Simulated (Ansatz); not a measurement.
Input file:

```
crystal:
  periodic: [false, false, false]
  atoms:
    - { symbol: Al, position_ang: [0.0, 0.0, 0.0] }
    - { symbol: Cl, position_ang: [0.0, 0.0, 2.58] }
    - { symbol: O, position_ang: [1.5415, 0.0, -0.89] }
    - { symbol: H, position_ang: [1.8414, -0.9519, -1.0449] }
    - { symbol: O, position_ang: [-1.5415, 0.0, -0.89] }
    - { symbol: H, position_ang: [-2.0512, -0.8467, -0.6815] }
    - { symbol: Br, position_ang: [0.1215, 2.5689, 0.8545] }
    - { symbol: H, position_ang: [0.069, 1.4584, 2.1423] }
basis:
  gaussian: { orbitals: def2-SVP }
hamiltonian:
  xc: lda
relax:
  f_tol: 0.15
  max_steps: 25
  restrain:
    - { distance: [0, 6], at: 2.41, k: 30.0 }
    - { distance: [7, 1], at: 1.37, k: 30.0 }
    - { distance: [0, 1], at: 3.43, k: 30.0 }
    - { distance: [7, 6], at: 2.75, k: 30.0 }
output:
  orbitals: {}
```

Launched as:

```sh
ansatz run input.yaml --threads 4 --pin off --max-ram 5120MiB --backend cpu --events-out ev --progress --plain --runs-dir out
```

The fields are those of the run's last geometry, not of the input's.

Not at a stationary point (largest force 1.4 eV/Å).

These are results of RKS LDA/def2-SVP (Ansatz 0.2.0), not measurements.

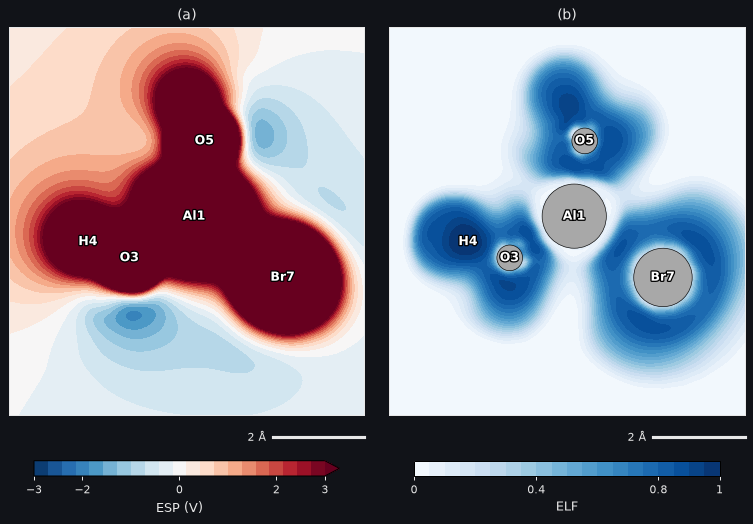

AlBrH2O2···HCl. (a) molecular electrostatic potential; (b) ELF on the plane of atoms O3, Al1 and Br7. Grey discs cover the atomic cores in the ELF map.

What does the map show?

- The section cuts through Al, O, H and Br sites.
- Al–O (1.68 Å): the ELF peaks at about 0.85 in the valence shell of O, 0.6 Å from its nucleus, and is about 0.40 at the midpoint.
- Al–Br (2.37 Å): the ELF peaks at about 0.85 in the valence shell of Br, 1.1 Å from its nucleus, and is about 0.85 at the midpoint.
- O–H (0.97 Å): the ELF climbs to about 1 towards the hydrogen, as it does in any bond to H; an ordinary covalent bond to hydrogen.
- The ELF also peaks beside Br7, O3 and O5, away from the bonds: lone-pair regions.
- Outside the dense part of the complex the potential is most negative (−1.9 V) near O3.
